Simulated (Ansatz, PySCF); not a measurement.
HF (SMILES F) and AsH3 (SMILES [AsH3]) are pulled apart as rigid monomers along the line of their centres of mass, from the B3LYP-D3(BJ)/def2-TZVP minimum. Starting geometry (charge 0, multiplicity 1):
```json
[
 {"atom": "F", "x (Å)": "0.8330", "y (Å)": "-0.5598", "z (Å)": "-0.2549"},
 {"atom": "H", "x (Å)": "0.5508", "y (Å)": "-0.3219", "z (Å)": "0.6061"},
 {"atom": "As", "x (Å)": "-0.1662", "y (Å)": "0.2840", "z (Å)": "2.8096"},
 {"atom": "H", "x (Å)": "0.6244", "y (Å)": "-0.0922", "z (Å)": "4.0494"},
 {"atom": "H", "x (Å)": "-1.4952", "y (Å)": "-0.1715", "z (Å)": "3.3838"},
 {"atom": "H", "x (Å)": "-0.3532", "y (Å)": "1.7297", "z (Å)": "3.2325"}
]
```

Interaction energies with rigid monomers; basis-set methods are counterpoise corrected unless marked otherwise.

Rows in 6-31G* carry no dispersion term and start afresh at each structure (6-31G* with six Cartesian d functions); the Pople sets are all-electron and without relativity.

Run with Ansatz (Gaussian basis) for Hartree–Fock, density functionals and correlated methods; PySCF for 6-31G* rows, the dispersion terms. 

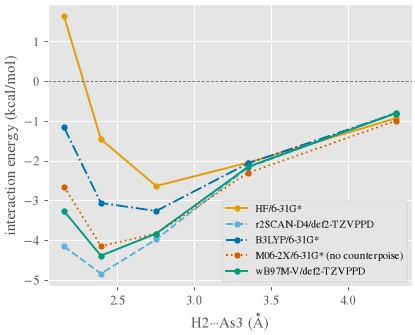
Interaction energy against separation

### Question
Which level binds most strongly at H2···As3 = 2.40, and by how much?

### Answer
r2SCAN-D4/def2-TZVPPD, -4.8 kcal/mol.

Ansatz is a quantum-chemistry and plane-wave program.
